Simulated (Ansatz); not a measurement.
# SVWN5/aug-cc-pVTZ run of H2O (water)

What is the electronic atomisation energy of H2O (water) at SVWN5/aug-cc-pVTZ? 

The calculation is run with Ansatz 0.2.0.

24 further runs of the same task are left out: 24 set aside as unsound or not needed.

## 1. The system as given

The species is H2O (3 atoms), meant as a singlet with charge 0. SMILES: `O`. The coordinates come from a PBE0-D4/def2-TZVP relaxation.

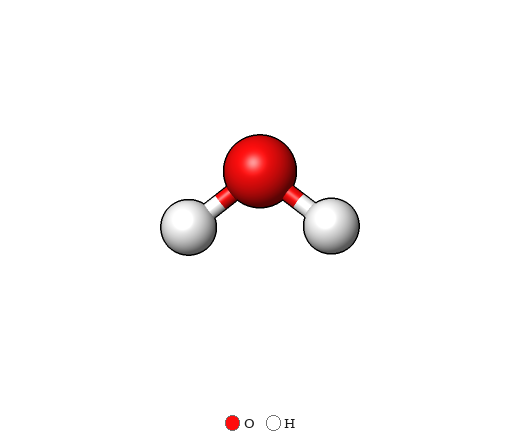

Viewed from a chosen angle; oxygen red, hydrogen white.

## 2. A single-point energy at SVWN5/aug-cc-pVTZ

run.yaml

```yaml
crystal:
  periodic: [false, false, false]
  atoms:
    - {symbol: O, position_ang: [-0.302700, 0.200200, -0.140600]}
    - {symbol: H, position_ang: [0.466500, 0.548400, 0.315300]}
    - {symbol: H, position_ang: [-0.163800, -0.748600, -0.174700]}
basis:
  gaussian: {orbitals: aug-cc-pVTZ}
output: {orbitals: {seedname: orbitals}}
hamiltonian: {xc: {name: SVWN5}}
accuracy: high
```

Command:

```console
$ ansatz run run.yaml --threads 1 --pin off --max-ram 3480MiB --events-out events.jsonl --progress --plain --runs-dir runs
```

Standard output:

```text
Warning: RAYON_NUM_THREADS=1 ignored (pool sized by the plan → 1); use --threads N
Functional definition: SVWN5
  name "SVWN5"
  exchange = slater_x
  correlation = vwn5_c
1351 factors; integrals over basis functions are off by at most 2.9e-9 eV
mean field evaluation 1: about -2059.5623 eV, gradient 6.2e1 eV
mean field evaluation 2: about -2030.2488 eV, gradient 1.3e2 eV
mean field evaluation 4: about -2065.4892 eV, gradient 1.2e0 eV
mean field evaluation 8: about -2065.4926 eV, gradient 3.9e-3 eV
mean field evaluation 16: about -2065.4926 eV, gradient 3.2e-8 eV
mean field -2065.49256071 eV, -75.9054515649 hartree, gradient 3.2e-8 eV, S^2 0.000000; 0 other end points of the search recorded, 0 dependent functions left out
reference -2065.49256407 eV, -75.9054516885 hartree; 5, 5 occupied and 87, 87 virtual orbitals, 1351 factors
Total energy: -2065.49256407 eV, -75.9054516885 hartree
```

Wall time 1.2 s (1 thread of Arm Neoverse V2, shared host); peak memory 0.15 GiB.

## 3. The H atom at the same level

in.yaml

```yaml
crystal:
  periodic: [false, false, false]
  atoms:
    - {symbol: H, position_ang: [0.000000, 0.000000, 0.000000]}
basis:
  gaussian: {orbitals: aug-cc-pVTZ}
magnetization: {spin_polarized: true, initial_magnetization: 1}
hamiltonian: {xc: {name: SVWN5}}
accuracy: high
```

Run the same way, it converges to -0.47851 Eh (log not shown).

## 4. The O atom at the same level

run.yaml

```yaml
crystal:
  periodic: [false, false, false]
  atoms:
    - {symbol: O, position_ang: [0.000000, 0.000000, 0.000000]}
basis:
  gaussian:
    orbitals: aug-cc-pVTZ
accuracy: high
total_charge: 0
hamiltonian:
  xc: {name: SVWN5}
magnetization:
  spin_polarized: true
  initial_magnetization: 2
```

Run the same way, it converges to -74.52440 Eh (log not shown).

## 5. Outcome

At SVWN5/aug-cc-pVTZ:

| quantity | value |
| --- | --- |
| molecule: total energy | -75.90545 Eh |
| molecule: HOMO energy | -7.39 eV |
| molecule: LUMO energy | -0.91 eV |
| molecule: HOMO–LUMO gap | 6.48 eV |
| H atom: total energy | -0.47851 Eh |
| H atom: ⟨S²⟩ | 0.750 |
| O atom: total energy | -74.52440 Eh |
| O atom: ⟨S²⟩ | 2.004 |
| electronic atomisation energy | 11.539 eV |

In words: Taking the molecule apart into free atoms costs 11.54 eV (1113 kJ/mol), before zero-point energy and without spin-orbit coupling.
